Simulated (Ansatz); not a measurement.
# CH₃NSi (SMILES C#[Si]N): single points off equilibrium

The atoms stand at a structure displaced at random from a GFN2-xTB minimum. How far do the functionals agree with CCSD(T) there?

Computed with Ansatz 0.2.0, Gaussian basis. Level: single points in def2-TZVPP.

Cores are frozen in the correlated methods.

## 1. Where the work starts

SMILES `C#[Si]N`, 6 atoms, charge 0, spin multiplicity 1.

Atoms are counted from 1 here; the program's logs count them from 0.

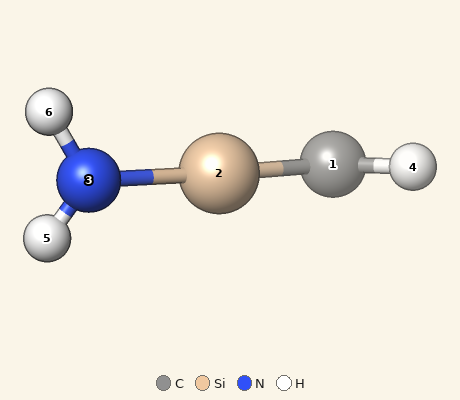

The starting geometry (carbon grey, silicon light orange, nitrogen blue, hydrogen white); atoms are numbered from 1 in the order of the file.

As a file:

```mol
CH3NSi
  3D, bonds by distance, orders not assigned

  6  5  0  0  0  0  0  0  0  0999 V2000
   -1.3817   -1.3654   -0.7679 C   0  0
   -0.3066   -0.2111   -0.1212 Si  0  0
    0.9987    0.9105    0.4602 N   0  0
   -2.4563   -1.3405   -0.4336 H   0  0
    1.3444    1.5299   -0.0820 H   0  0
    1.6123    0.5994    1.1888 H   0  0
  1  2  8  0
  1  4  8  0
  2  3  8  0
  3  5  8  0
  3  6  8  0
M  END
```

## 2. CCSD(T)/def2-TZVPP

run/in.yaml reads:

```yaml
crystal:
  periodic: [false, false, false]
  atoms:
    - {symbol: C, position_ang: [-1.381700, -1.365400, -0.767900]}
    - {symbol: Si, position_ang: [-0.306600, -0.211100, -0.121200]}
    - {symbol: N, position_ang: [0.998700, 0.910500, 0.460200]}
    - {symbol: H, position_ang: [-2.456300, -1.340500, -0.433600]}
    - {symbol: H, position_ang: [1.344400, 1.529900, -0.082000]}
    - {symbol: H, position_ang: [1.612300, 0.599400, 1.188800]}
basis:
  gaussian: {orbitals: def2-TZVPP}
correlation: {method: ccsd_t}
output: {forces: true}
```

No record of the launch command was kept for these runs.

Log (excerpt; [...] marks lines left out):

```text
Functional definition: HF
  name "HF"
  cite "Fock, Z. Phys. 61, 126 (1930) doi:10.1007/BF01340294"
  parent pbe
[...]
861 factors; integrals over basis functions are off by at most 1.0e-3 eV
[...]
mean field -10418.09758122 eV, -382.8580244697 hartree, gradient 8.3e-6 eV, S^2 0.000000; 0 other end points of the search recorded, 0 dependent functions left out; unrestricted orbitals would lower it
7 core orbitals not correlated: weight in the atoms' cores, before any rotation towards them, 1.000 or more for the frozen orbitals, at most 0.000 for the correlated occupied ones
reference -10418.09758122 eV, -382.8580244697 hartree; 8, 8 occupied and 131, 131 virtual orbitals, 861 factors
second order -13.67550463 eV of doubles, -0.00000000 eV of singles
cycle   1  -13.48386776 eV  change    1.9e-1 eV  update   1.3e-1
[...]
cycle  15  -14.12064086 eV  change    7.5e-7 eV  update   1.4e-6
perturbative correction -0.83555196 eV, -0.0307059683 hartree
[...]
Total energy: -10433.05377405 eV, -383.4076544184 hartree
Atom 0 at    -1.381700    -1.365400    -0.767900 Å, force     0.157277     0.394795     0.386616 eV/Å
Atom 1 at    -0.306600    -0.211100    -0.121200 Å, force     0.202522     1.411392     1.123423 eV/Å
Atom 2 at     0.998700     0.910500     0.460200 Å, force    -4.588280    -6.985387     3.456597 eV/Å
Atom 3 at    -2.456300    -1.340500    -0.433600 Å, force     1.049972     0.029543    -0.349000 eV/Å
Atom 4 at     1.344400     1.529900    -0.082000 Å, force     3.001500     5.301288    -4.727447 eV/Å
Atom 5 at     1.612300     0.599400     1.188800 Å, force     0.177008    -0.151631     0.109811 eV/Å
Dipole moment:     0.566772     0.465794     0.270891 e Å
```

Run time: 24 s. Hardware: 4 threads, shared host; peak memory 1.6 GiB.

## 3. PBE0-D4/def2-TZVPP

Changes to run/in.yaml since step 2:

```diff
@@ -11,3 +11,3 @@
   gaussian: {orbitals: def2-TZVPP}
-correlation: {method: ccsd_t}
-output: {forces: true}
+hamiltonian: {xc: pbe0, dispersion: d4}
+output: {forces: true, orbitals: {seedname: orbitals}}
```

Log (excerpt; [...] marks lines left out):

```text
Functional definition: PBE0
  name "PBE0"
  cite "Adamo & Barone, J. Chem. Phys. 110, 6158 (1999) doi:10.1063/1.478522"
  cite "Perdew, Burke & Ernzerhof, Phys. Rev. Lett. 77, 3865 (1996) doi:10.1103/PhysRevLett.77.3865"
[... 1 set-up line as earlier in the session ...]
[...]
803 factors; their error is unknown
[...]
mean field -10443.75442762 eV, -383.8008961839 hartree, gradient 2.6e-5 eV, S^2 0.000000; 0 other end points of the search recorded, 0 dependent functions left out
[...]
reference -10443.75445306 eV, -383.8008971190 hartree; 15, 15 occupied and 131, 131 virtual orbitals, 803 factors
Total energy: -10443.83287520 eV, -383.8037790793 hartree
Atom 0 at    -1.381700    -1.365400    -0.767900 Å, force     0.623401     0.961477     0.717830 eV/Å
Atom 1 at    -0.306600    -0.211100    -0.121200 Å, force     0.058594     0.965027     0.800215 eV/Å
Atom 2 at     0.998700     0.910500     0.460200 Å, force    -4.781292    -7.165946     3.400078 eV/Å
Atom 3 at    -2.456300    -1.340500    -0.433600 Å, force     1.015458     0.055076    -0.318275 eV/Å
Atom 4 at     1.344400     1.529900    -0.082000 Å, force     2.951641     5.321698    -4.720890 eV/Å
Atom 5 at     1.612300     0.599400     1.188800 Å, force     0.132197    -0.137332     0.121042 eV/Å
Dipole moment:     0.607160     0.539124     0.322036 e Å
```

It took 0.85 s on 4 threads, shared host; peak memory 0.22 GiB.

## 4. wB97M-V/def2-TZVPP

Changes to run/in.yaml since step 3:

```diff
@@ -11,3 +11,3 @@
   gaussian: {orbitals: def2-TZVPP}
-hamiltonian: {xc: pbe0, dispersion: d4}
-output: {forces: true, orbitals: {seedname: orbitals}}
+hamiltonian: {xc: {name: wB97M-V}}
+output: {forces: true}
```

The log in run was not kept; the run's report gives a total energy of -10448.561391 eV.

It took 2.6 s on 4 threads, shared host; peak memory 0.29 GiB.

## 5. r2SCAN-D4/def2-TZVPP

Changes to run/in.yaml since step 4:

```diff
@@ -11,3 +11,3 @@
   gaussian: {orbitals: def2-TZVPP}
-hamiltonian: {xc: {name: wB97M-V}}
+hamiltonian: {xc: r2scan, dispersion: d4}
 output: {forces: true}
```

Log (excerpt; [...] marks lines left out):

```text
Functional definition: r2SCAN
  name "r2SCAN"
  cite "Furness, Kaplan, Ning, Perdew & Sun, J. Phys. Chem. Lett. 11, 8208 (2020) doi:10.1021/acs.jpclett.0c02405"
  cite "Furness, Kaplan, Ning, Perdew & Sun, J. Phys. Chem. Lett. 11, 9248 (2020) doi:10.1021/acs.jpclett.0c03077"
  parent r2scan
[...]
800 factors; their error is unknown
[...]
mean field -10448.07809194 eV, -383.9597879172 hartree, gradient 3.7e-5 eV, S^2 0.000000; 0 other end points of the search recorded, 0 dependent functions left out
[...]
reference -10448.07810175 eV, -383.9597882775 hartree; 15, 15 occupied and 131, 131 virtual orbitals, 800 factors
Total energy: -10448.09960069 eV, -383.9605783493 hartree
Atom 0 at    -1.381700    -1.365400    -0.767900 Å, force     0.536023     0.773554     0.589501 eV/Å
Atom 1 at    -0.306600    -0.211100    -0.121200 Å, force     0.056066     1.038842     0.859637 eV/Å
Atom 2 at     0.998700     0.910500     0.460200 Å, force    -4.693738    -7.043839     3.400205 eV/Å
Atom 3 at    -2.456300    -1.340500    -0.433600 Å, force     0.976611     0.072430    -0.294533 eV/Å
Atom 4 at     1.344400     1.529900    -0.082000 Å, force     2.954659     5.308009    -4.706572 eV/Å
Atom 5 at     1.612300     0.599400     1.188800 Å, force     0.170378    -0.148996     0.151762 eV/Å
Dipole moment:     0.609266     0.531250     0.314500 e Å
```

Wall time 1.3 s (4 threads, shared host); peak memory 0.16 GiB.

## 6. PBE-D4/def2-TZVPP

Changes to run/in.yaml since step 5:

```diff
@@ -11,3 +11,3 @@
   gaussian: {orbitals: def2-TZVPP}
-hamiltonian: {xc: r2scan, dispersion: d4}
+hamiltonian: {xc: pbe, dispersion: d4}
 output: {forces: true}
```

The log in run was not kept; the run's report gives a total energy of -10443.335714 eV.

It took 0.7 s on 4 threads, shared host; peak memory 0.14 GiB.

## 7. r2SCAN0-D4/def2-TZVPP

Changes to run/in.yaml since step 6:

```diff
@@ -11,3 +11,3 @@
   gaussian: {orbitals: def2-TZVPP}
-hamiltonian: {xc: pbe, dispersion: d4}
+hamiltonian: {xc: {name: r2SCAN0}, dispersion: d4}
 output: {forces: true}
```

Log (excerpt; [...] marks lines left out):

```text
Functional definition: r2SCAN0
  name "r2SCAN0"
  cite "Bursch, Neugebauer, Ehlert & Grimme, J. Chem. Phys. 156, 134105 (2022) doi:10.1063/5.0086040"
[... 3 set-up lines as earlier in the session ...]
[...]
803 factors; their error is unknown
[...]
mean field -10447.35653875 eV, -383.9332713266 hartree, gradient 1.3e-5 eV, S^2 0.000000; 0 other end points of the search recorded, 0 dependent functions left out
[...]
reference -10447.35654656 eV, -383.9332716136 hartree; 15, 15 occupied and 131, 131 virtual orbitals, 803 factors
Total energy: -10447.38220586 eV, -383.9342145752 hartree
Atom 0 at    -1.381700    -1.365400    -0.767900 Å, force     0.630880     1.113598     0.843360 eV/Å
Atom 1 at    -0.306600    -0.211100    -0.121200 Å, force     0.060321     0.951819     0.792376 eV/Å
Atom 2 at     0.998700     0.910500     0.460200 Å, force    -4.726025    -7.212698     3.336397 eV/Å
Atom 3 at    -2.456300    -1.340500    -0.433600 Å, force     1.152130     0.050052    -0.363413 eV/Å
Atom 4 at     1.344400     1.529900    -0.082000 Å, force     2.871197     5.164577    -4.576809 eV/Å
Atom 5 at     1.612300     0.599400     1.188800 Å, force     0.011497    -0.067348    -0.031911 eV/Å
Dipole moment:     0.618601     0.548697     0.327473 e Å
```

Wall time 1.5 s (4 threads, shared host); peak memory 0.24 GiB.

## 8. revPBE-D4/def2-TZVPP

Changes to run/in.yaml since step 7:

```diff
@@ -11,3 +11,3 @@
   gaussian: {orbitals: def2-TZVPP}
-hamiltonian: {xc: {name: r2SCAN0}, dispersion: d4}
+hamiltonian: {xc: {name: revPBE}, dispersion: d4}
 output: {forces: true}
```

The log in run was not kept; the run's report gives a total energy of -10448.490603 eV.

It took 0.7 s on 4 threads, shared host; peak memory 0.14 GiB.

## 9. Comparison

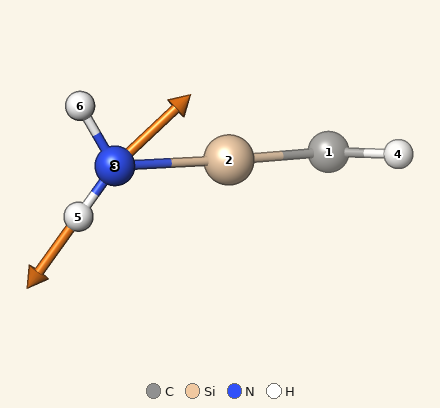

Forces at CCSD(T); the longest arrow is 9.04 eV/Å.

| method | RMS force component (eV/Å) | RMS error against CCSD(T) (eV/Å) | angle to CCSD(T) forces (°) | dipole (D) |
| --- | --- | --- | --- | --- |
| CCSD(T) | 2.850 | reference | reference | 3.76 |
| PBE0-D4 | 2.884 | 0.242 | 4.8 | 4.20 |
| wB97M-V | 2.874 | 0.326 | 6.5 | 4.32 |
| r2SCAN-D4 | 2.852 | 0.181 | 3.6 | 4.17 |
| PBE-D4 | 2.895 | 0.197 | 3.8 | 4.04 |
| r2SCAN0-D4 | 2.855 | 0.289 | 5.8 | 4.27 |
| revPBE-D4 | 2.884 | 0.188 | 3.7 | 4.04 |

Energy less the free neutral atoms in their ground states at the same level (atoms from separate runs):

Differences are taken before rounding.

| method | rung | energy less atoms (kJ/mol) | from CCSD(T) (kJ/mol) |
| --- | --- | --- | --- |
| PBE-D4 | GGA | -1931.5 | -136.8 |
| revPBE-D4 | GGA | -1874.2 | -79.6 |
| r2SCAN-D4 | meta-GGA | -1852.5 | -57.9 |
| PBE0-D4 | hybrid | -1843.1 | -48.4 |
| r2SCAN0-D4 | hybrid | -1783.6 | +11.0 |
| wB97M-V | range-separated hybrid | -1847.6 | -52.9 |
| Hartree-Fock | wavefunction | -1083.1 | +711.6 |
| MP2 | wavefunction | -1832.8 | -38.1 |
| CCSD | wavefunction | -1731.9 | +62.8 |
| CCSD(T) | wavefunction | -1794.7 | 0 |

Cost and force error (times from a shared host):

| method | time | RMS force error (eV/Å) |
| --- | --- | --- |
| CCSD(T) | 24 s | 0 |
| PBE0-D4 | 0.85 s | 0.242 |
| wB97M-V | 2.6 s | 0.326 |
| r2SCAN-D4 | 1.3 s | 0.181 |
| PBE-D4 | 0.7 s | 0.197 |
| r2SCAN0-D4 | 1.5 s | 0.289 |
| revPBE-D4 | 0.7 s | 0.188 |

## 10. Results

```
                                  quantity                                                                                                value
energy less free atoms, CCSD(T)/def2-TZVPP                                                                                       -1794.7 kJ/mol
                       RMS force component                                                                 2.850 to 2.895 eV/Å over the methods
                           RMS force error  PBE0-D4 0.242, wB97M-V 0.326, r2SCAN-D4 0.181, PBE-D4 0.197, r2SCAN0-D4 0.289, revPBE-D4 0.188 eV/Å
                    HOMO and LUMO, PBE0-D4                                                                                   -6.27 and -2.07 eV
                             T1 diagnostic                                                                                                0.025
```

Against CCSD(T) the functionals' energies less atoms differ by -136.8 to +11.0 kJ/mol, PBE-D4 by -136.8 kJ/mol. CCSD(T) in triple zeta still lacks some correlation energy of the bonds, so part of these gaps is its own basis error and they don't rank the functionals. For forces r2SCAN-D4 does best and wB97M-V worst. Frozen-core CCSD(T) forces in triple zeta carry basis errors of their own, and this is one geometry, so small gaps rank nothing. The restricted Hartree–Fock reference is unstable towards an unrestricted one at one or more of these structures.
